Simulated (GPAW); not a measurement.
# SrLi2SnS4 (I-42m): G0W0 on several meshes in GPAW

How does the mesh move the gap of SrLi2SnS4 (I-42m)?

Program: GPAW 26.7.0. Level of theory: PBE and many-body steps on it, plane waves. Results are calculated unless marked as measured.

## Step 1: Starting point

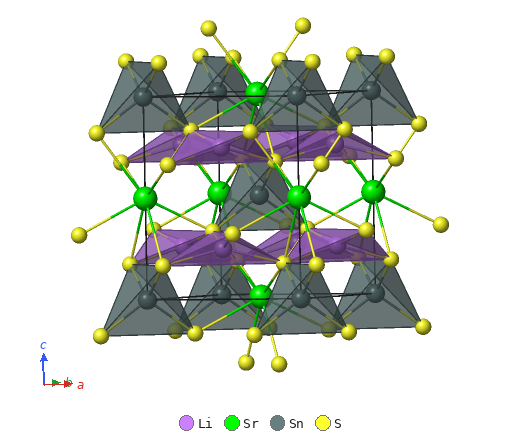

The cell as given, slightly off an axis (lithium purple, strontium green, tin teal, sulfur yellow). This picture shows the conventional cell, with its axes. Some periodic images of atoms are drawn too.

Coordinates:

```xyz
8
Lattice="-3.3295 3.3295 3.9590 3.3295 -3.3295 3.9590 3.3295 3.3295 -3.9590" Properties=species:S:1:pos:R:3 pbc="T T T"
Li    3.3295    0.0000    1.9795
Li    0.0000    3.3295    1.9795
Sr    0.0000    0.0000    3.9590
Sn    0.0000    0.0000    0.0000
S     1.3757    1.3757   -1.3567
S    -1.9538    1.9538    5.3157
S     1.9538    1.9538    2.6023
S     1.9538   -1.9538    5.3157
```

The cell and positions come from the Crystallography Open Database and are kept as given unless a step says otherwise.

## Step 2: Empty states on the mesh, 2×2×2 mesh, 408 bands

This step: GPAW 26.7.0; DFT, PBE, plane waves, PAW.

The sums over transitions need many empty states on a uniform mesh; this step solves for them.

Contents of run.py:

```python
import json
import numpy as np
from gpaw.mpi import world
from gpaw import GPAW

calc = GPAW('gs.gpw').fixed_density(kpts={'size': (2, 2, 2), 'gamma': True},
    nbands=476,
    convergence={'bands': 408},
    txt='nscf.txt')
calc.write('full.gpw', mode='all')
res = {}
kpts = calc.get_ibz_k_points()
res['kpts'] = kpts
res['eigenvalues'] = [calc.get_eigenvalues(kpt=k) for k in range(len(kpts))]
res['n_electrons'] = calc.get_number_of_electrons()

if world.rank == 0:
    with open('result.json', 'w') as f:
        json.dump(res, f, default=lambda x: x.tolist())
```

Run with:

```console
mpirun -n 4 gpaw python run.py
```

Numbers of over 12 decimals in the logs are rounded to 6 here.

Output:

```text
Diagonalizing LCAO Hamiltonian
Converting LCAO to pw mode
convergence criteria:
- Maximum integral of absolute [eigenst]ate change: 4e-08 eV^2 / valence electron
maximum number of iterations: 100

SCF iterations
|iter     |     time |      energy | eigst |  dens |
|iter:   1|  |             | +4.59 |       |
|iter:   2|  |             | +3.42 |       |
|iter:   3|  |             | +2.35 |       |
[...]
|iter:  16|  |             | -7.16 |       |
|iter:  17|  |             | -7.35 |       |
|iter:  18|  |             | -7.67c|       |
SCF steps: 18
  __  _  _
 | _ |_)|_||  |
 |__||  | ||/\| - 26.7.0

Input parameters:
  mode=PW(ecut=600.0),
  convergence={'bands': 408},
  gpts=array([35, 35, 35]),
  kpts=MonkhorstPack(size=(2, 2, 2), gamma=True),
  maxiter=100,
  nbands=476,
  occupations=Occupations(name='fermi-dirac', width=0.001, fixmagmom=False),
  parallel={},
  xc=XC(name='PBE')
# Writing to full.gpw (mode='all')
  [... matrices ...]

timing:  # [seconds]
  Total: 0.096  # ━━━━━━━━━━━━━━━━━━━━━━━━━━━━━━━━━━━━━━━━━━━━━━━━━━━━━━━━━━━
```

Wall time 2.9 min (4 MPI ranks of Arm Neoverse V2, shared host); peak memory 1.7 GiB; 11 min of CPU time.

This step gave:

- gap: 2.682 eV
- k of the valence top: 0.5, 0.5, 0.5
- k of the conduction bottom: 0.5, 0.5, 0.5
- least direct gap: 2.682 eV
- k points computed: 4
- lowest point of the top converged band, above the valence top: 88.0679 eV

On this mesh the gap is 2.682 eV.

## Step 3: 2×2×2

Now the one-shot GW correction: screening in the RPA, then the self-energy of the levels asked for.

This step: G0W0 on PBE, plane waves, PAW.

Contents of run.py:

```python
import json
import numpy as np
from gpaw.mpi import world
from gpaw.response.g0w0 import G0W0

gw = G0W0('full.gpw',
    filename='gw',
    kpts=[0, 3],
    bands=(23, 27),
    ecut=30,
    nbands=65,
    integrate_gamma='WS',
    ppa=True)
gw.calculate()
res = {mode: {k: v for k, v in r.items() if k != 'sigma_eskwn'}
       for mode, r in gw.all_results.items()}

if world.rank == 0:
    with open('result.json', 'w') as f:
        json.dump(res, f, default=lambda x: x.tolist())
```

Run with:

```console
mpirun -n 4 gpaw python run.py
```

Output:

```text
Using integrator: PointIntegrator
FrequencyGridDescriptor(from 0.000+0.000j to 0.000+27.211j eV, 2 points)
Nonperiodic BCs:  [False False False]
Using integrator: PointIntegrator
FrequencyGridDescriptor(from 0.000+0.000j to 0.000+27.211j eV, 2 points)
Nonperiodic BCs:  [False False False]
  ___  _ _ _
 |   || | | |
 | | || | | |
 |__ ||_____|
 |___|

BZ k-points: Symmetries present (total): 8

  [... matrices ...]
8 k-points: 2 x 2 x 2 Monkhorst-Pack grid + [1/4,1/4,1/4]
4 k-points in the irreducible part of the Brillouin zone
       k-points in crystal coordinates                weights
   0:     0.00000000    0.00000000    0.00000000          1/8
   1:     0.50000000    0.00000000    0.50000000          4/8
   2:     0.50000000    0.50000000    0.00000000          2/8
   3:     0.50000000    0.50000000    0.50000000          1/8

Distributing spins, k-points and bands (1 x 2 x 4) over 4 processes
Number of blocks: 1

Quasi particle states:
k-points (IBZ indices): [0, 3]
Band range: (23, 27)
  [... matrices ...]
Computational parameters:
Plane wave cut-off: 30 eV
Number of bands: 65
Coulomb cutoff: None
Broadening: 0.1 eV

fxc modes: GW
Kernel: RPA
Using Godby-Needs plasmon-pole approximation:
  Fitting energy: i*E0, E0 = 1.000 Hartree
Summing all q:

Calculating screened Coulomb potential
No Coulomb truncation
FrequencyGridDescriptor(from 0.000+0.000j to 0.000+27.211j eV, 2 points)
Removing empty qpoint cache files...

Calculating chi0 body with:
    Ground state adapter containing:
    Number of spins: 1
    Number of kpoints: 8
    Number of irreducible kpoints: 4
    Number of completely occupied states: 25
    Number of partially occupied states: 25
    Occupied states memory: 16.355515 M / cpu

    Linear response parametrization:
    q_c: [0.0, 0.0, 0.0]
    Number of frequency points: 2
    Planewave cutoff: 30.0
    Number of bands: 65
    Number of planewaves: 63
    Broadening (eta): 1e-06
    comm.size: 4
    kncomm.size: 4
    blockcomm.size: 1

    Memory estimate of potentially large arrays:
        chi0_wGG: 0.121124 M / cpu
Integrating chi0 body.

Symmetries of q_c:
    Direct symmetries (Uq -> q): 8
    Indirect symmetries (TUq -> q): 8
In total 16 allowed symmetries.

  [... matrices ...]
4 groups of equivalent kpoints. 50.0% reduction.

Integral kind: response function
Integrating chi0 head and wings.

Symmetries of q_c:
    Direct symmetries (Uq -> q): 8
    Indirect symmetries (TUq -> q): 8
In total 16 allowed symmetries.

  [... matrices ...]
4 groups of equivalent kpoints. 50.0% reduction.

Integral kind: response function wings

Calculating chi0 body with:
    Ground state adapter containing:
    Number of spins: 1
    Number of kpoints: 8
    Number of irreducible kpoints: 4
    Number of completely occupied states: 25
    Number of partially occupied states: 25
    Occupied states memory: 16.355515 M / cpu

    Linear response parametrization:
[... the further q-points ...]

Results:
f:      Occupation numbers
eps:     KS-eigenvalues [eV]
vxc:     KS vxc [eV]
exx:     Exact exchange [eV]
sigma:   Self-energies [eV]
dsigma:  Self-energy derivatives
Z:       Renormalization factors
qp:      QP-energies [eV]

k-point 0 (0): (0.000, 0.000, 0.000)                GW
band       f     eps     vxc     exx   sigma  dsigma       Z      qp
                                                                   GW
  23   1.000   3.175 -15.254 -18.151   2.877  -0.254   0.798   3.159
  24   1.000   3.175 -15.254 -18.151   2.877  -0.254   0.798   3.159
  25   0.000   6.245 -13.781  -9.458  -2.525  -0.214   0.824   7.727
  26   0.000   7.500  -9.951  -5.768  -2.697  -0.199   0.834   8.739

k-point 1 (3): (0.500, 0.500, 0.500)                GW
band       f     eps     vxc     exx   sigma  dsigma       Z      qp
                                                                   GW
  23   1.000   3.075 -14.617 -17.722   2.992  -0.259   0.794   2.985
  24   1.000   3.555 -15.047 -18.074   2.994  -0.255   0.797   3.529
  25   0.000   6.237 -12.946  -8.577  -2.397  -0.207   0.829   7.871
  26   0.000   7.712 -11.349  -7.056  -2.666  -0.204   0.830   9.064
```

Run time: 11 s. Hardware: 4 MPI ranks; peak memory 1.8 GiB.

This step gave:

```
G0W0 gap on the points computed              : 4.198 eV
least direct G0W0 gap on the computed points : 4.342 eV
Z at the valence top                         : 0.7968
Z at the conduction bottom                   : 0.8239
starting gap on the mesh                     : 2.682 eV
k of the valence top                         : 0.5, 0.5, 0.5
k of the conduction bottom                   : 0, 0, 0
```

The gap on the mesh goes from 2.68 eV to 4.20 eV, a correction of +1.52 eV.

## Step 4: Empty states on the mesh, 4×4×4 mesh, 75 bands

This step: DFT, PBE, plane waves, PAW.

Contents of run.py:

```python
import json
import numpy as np
from gpaw.mpi import world
from gpaw import GPAW

calc = GPAW('gs.gpw').fixed_density(kpts={'size': (4, 4, 4), 'gamma': True},
    nbands=87,
    convergence={'bands': 75},
    txt='nscf.txt')
calc.write('full.gpw', mode='all')
res = {}
kpts = calc.get_ibz_k_points()
res['kpts'] = kpts
res['eigenvalues'] = [calc.get_eigenvalues(kpt=k) for k in range(len(kpts))]
res['n_electrons'] = calc.get_number_of_electrons()

if world.rank == 0:
    with open('result.json', 'w') as f:
        json.dump(res, f, default=lambda x: x.tolist())
```

Run with:

```console
mpirun -n 4 gpaw python run.py
```

Output:

```text
Diagonalizing LCAO Hamiltonian
Converting LCAO to pw mode
convergence criteria:
- Maximum integral of absolute [eigenst]ate change: 4e-08 eV^2 / valence electron
maximum number of iterations: 100

SCF iterations
|iter     |     time |      energy | eigst |  dens |
|iter:   1|  |             | +3.44 |       |
|iter:   2|  |             | +2.14 |       |
|iter:   3|  |             | +1.19 |       |
[...]
|iter:  12|  |             | -6.38 |       |
|iter:  13|  |             | -7.15 |       |
|iter:  14|  |             | -7.43c|       |
SCF steps: 14
  __  _  _
 | _ |_)|_||  |
 |__||  | ||/\| - 26.7.0

Input parameters:
  mode=PW(ecut=600.0),
  convergence={'bands': 75},
  gpts=array([35, 35, 35]),
  kpts=MonkhorstPack(size=(4, 4, 4), gamma=True),
  maxiter=100,
  nbands=87,
  occupations=Occupations(name='fermi-dirac', width=0.001, fixmagmom=False),
  parallel={},
  xc=XC(name='PBE')
# Writing to full.gpw (mode='all')
  [... matrices ...]

timing:  # [seconds]
  Total: 0.057  # ━━━━━━━━━━━━━━━━━━━━━━━━━━━━━━━━━━━━━━━━━━━━━━━━━━━━━━━━━━━
```

It took 54 s on 4 MPI ranks; peak memory 1.2 GiB.

This step gave:

| Item | Value |
| --- | --- |
| gap | 2.682 eV |
| k of the valence top | 0.5, 0.5, 0.5 |
| k of the conduction bottom | 0.5, 0.5, 0.5 |
| least direct gap | 2.682 eV |
| k points computed | 13 |
| lowest point of the top converged band, above the valence top | 19.32 eV |

On this mesh the gap is 2.682 eV.

## Step 5: 4×4×4

This step: G0W0 on PBE, plane waves, PAW.

Contents of run.py:

```python
import json
import numpy as np
from gpaw.mpi import world
from gpaw.response.g0w0 import G0W0

gw = G0W0('full.gpw',
    filename='gw',
    kpts=[0, 12],
    bands=(23, 27),
    ecut=30,
    nbands=65,
    integrate_gamma='WS',
    ppa=True)
gw.calculate()
res = {mode: {k: v for k, v in r.items() if k != 'sigma_eskwn'}
       for mode, r in gw.all_results.items()}

if world.rank == 0:
    with open('result.json', 'w') as f:
        json.dump(res, f, default=lambda x: x.tolist())
```

Run with:

```console
mpirun -n 4 gpaw python run.py
```

Output:

```text
Using integrator: PointIntegrator
FrequencyGridDescriptor(from 0.000+0.000j to 0.000+27.211j eV, 2 points)
Nonperiodic BCs:  [False False False]
Using integrator: PointIntegrator
FrequencyGridDescriptor(from 0.000+0.000j to 0.000+27.211j eV, 2 points)
Nonperiodic BCs:  [False False False]
  ___  _ _ _
 |   || | | |
 | | || | | |
 |__ ||_____|
 |___|

BZ k-points: Symmetries present (total): 8

  [... matrices ...]
64 k-points: 4 x 4 x 4 Monkhorst-Pack grid + [1/8,1/8,1/8]
13 k-points in the irreducible part of the Brillouin zone
       k-points in crystal coordinates                weights
   0:     0.00000000    0.00000000    0.00000000          1/64
   1:     0.25000000   -0.25000000    0.00000000          4/64
   2:     0.25000000   -0.25000000    0.25000000          4/64
[...]
9:     0.50000000    0.25000000    0.50000000          8/64
          ...
  12:     0.50000000    0.50000000    0.50000000          1/64

Distributing spins, k-points and bands (1 x 2 x 4) over 4 processes
Number of blocks: 1

Quasi particle states:
k-points (IBZ indices): [0, 12]
Band range: (23, 27)
  [... matrices ...]
Computational parameters:
Plane wave cut-off: 30 eV
Number of bands: 65
Coulomb cutoff: None
Broadening: 0.1 eV

fxc modes: GW
Kernel: RPA
Using Godby-Needs plasmon-pole approximation:
  Fitting energy: i*E0, E0 = 1.000 Hartree
Summing all q:

Calculating screened Coulomb potential
No Coulomb truncation
FrequencyGridDescriptor(from 0.000+0.000j to 0.000+27.211j eV, 2 points)
Removing empty qpoint cache files...

Calculating chi0 body with:
    Ground state adapter containing:
    Number of spins: 1
    Number of kpoints: 64
    Number of irreducible kpoints: 13
    Number of completely occupied states: 25
    Number of partially occupied states: 25
[...]
q_c: [0.0, 0.0, 0.0]
    Number of frequency points: 2
    Planewave cutoff: 30.0
    Number of bands: 65
    Number of planewaves: 63
    Broadening (eta): 1e-06
    comm.size: 4
    kncomm.size: 4
    blockcomm.size: 1

    Memory estimate of potentially large arrays:
        chi0_wGG: 0.121124 M / cpu
Integrating chi0 body.

Symmetries of q_c:
    Direct symmetries (Uq -> q): 8
    Indirect symmetries (TUq -> q): 8
In total 16 allowed symmetries.

  [... matrices ...]
13 groups of equivalent kpoints. 79.6875% reduction.

Integral kind: response function
Integrating chi0 head and wings.

Symmetries of q_c:
    Direct symmetries (Uq -> q): 8
    Indirect symmetries (TUq -> q): 8
In total 16 allowed symmetries.

  [... matrices ...]
13 groups of equivalent kpoints. 79.6875% reduction.

Integral kind: response function wings

Calculating chi0 body with:
    Ground state adapter containing:
    Number of spins: 1
    Number of kpoints: 64
    Number of irreducible kpoints: 13
    Number of completely occupied states: 25
    Number of partially occupied states: 25
    Occupied states memory: 16.355515 M / cpu

[... the further q-points ...]

Results:
f:      Occupation numbers
eps:     KS-eigenvalues [eV]
vxc:     KS vxc [eV]
exx:     Exact exchange [eV]
sigma:   Self-energies [eV]
dsigma:  Self-energy derivatives
Z:       Renormalization factors
qp:      QP-energies [eV]

k-point 0 (0): (0.000, 0.000, 0.000)                GW
band       f     eps     vxc     exx   sigma  dsigma       Z      qp
                                                                   GW
  23   1.000   3.175 -15.254 -18.124   2.835  -0.251   0.799   3.147
  24   1.000   3.175 -15.254 -18.124   2.835  -0.251   0.799   3.147
  25   0.000   6.245 -13.781  -9.575  -2.414  -0.210   0.826   7.726
[...]
k-point 1 (12): (0.500, 0.500, 0.500)                GW
band       f     eps     vxc     exx   sigma  dsigma       Z      qp
                                                                   GW
[...]
25   0.000   6.237 -12.946  -8.612  -2.337  -0.204   0.831   7.897
  26   0.000   7.712 -11.349  -7.096  -2.617  -0.202   0.832   9.074
```

The job ended after 93 s (4 MPI ranks; peak memory 2.7 GiB).

This step gave:

| Quantity | Value |
| --- | --- |
| G0W0 gap on the points computed | 4.216 eV |
| least direct G0W0 gap on the computed points | 4.387 eV |
| Z at the valence top | 0.7981 |
| Z at the conduction bottom | 0.8262 |
| starting gap on the mesh | 2.682 eV |
| k of the valence top | 0.5, 0.5, 0.5 |
| k of the conduction bottom | 0, 0, 0 |

Against G0W0 in GPAW (2×2×2 mesh, 65 bands, screening to 30 eV, Godby-Needs plasmon pole), the gap moves by +0.018 eV.

## Step 6: Side by side

Times are wall times on 4 MPI ranks of Arm Neoverse V2, shared host, good to a factor of about two.

| run | mesh | bands | screening cutoff (eV) | DFT gap (eV) | gap on the mesh (eV) | direct (eV) | time |
| --- | --- | --- | --- | --- | --- | --- | --- |
| 2×2×2 | 2×2×2 | 65 | 30 | 2.682 | 4.198 | 4.342 | 11 s |
| 4×4×4 | 4×4×4 | 65 | 30 | 2.682 | 4.216 | 4.387 | 93 s |

## Step 7: Results

* 2×2×2: 4.198 eV
* 4×4×4: 4.216 eV
* known limits: not at the basis limit; no spin-orbit coupling; coarse k mesh

What this shows: 4×4×4: +0.018 eV against 2×2×2. Bands and cutoff are finite, so the gap is not at the basis limit. The miss can reach some tenths of an eV and take either sign; the mesh is an error of its own. These stock PAW sets were not made for GW. In the G0W0 runs levels were corrected at 2 k points alone, so a gap called «on the mesh» is the least over those, and an edge elsewhere would be missed. The 2×2×2 mesh is coarse for this cell, which bears on the long-range parts of exchange and screening. Mesh or cutoff lie under what a gap needs, so these runs test behaviour and cost; their gaps are not to be quoted. The many-body steps are scalar-relativistic: spin-orbit coupling is not in them.

[Paths, hosts, dates, memory and timing lines, banners, echoed tables and standing remarks are left out of the program output.]

[Logs are printed without paths, hosts, clocks, repeated set-up lines and the standing remarks that a program may print on its own settings, such as how far it seeks lower states.]

[Runs of the session that timed out or met a known fault of the program may be left out.]

[Hosts, paths, dates, database ids (printed as entryN), source tags and the programs' standing remarks are cut or masked in the printed files.]
